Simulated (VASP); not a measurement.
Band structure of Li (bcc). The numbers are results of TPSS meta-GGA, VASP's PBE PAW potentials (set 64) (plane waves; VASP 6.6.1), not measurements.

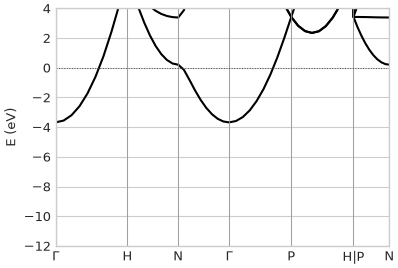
Figure: Bands along high-symmetry lines, zero at the valence-band maximum or, without a gap, the Fermi level

### Question
Read the plot: is there a gap, and where are the band edges?

### Answer
It has no gap at this level: it comes out as a metal or semimetal.

The compound is Li in the bcc structure. It was relaxed first, which changed the volume by -8 %.
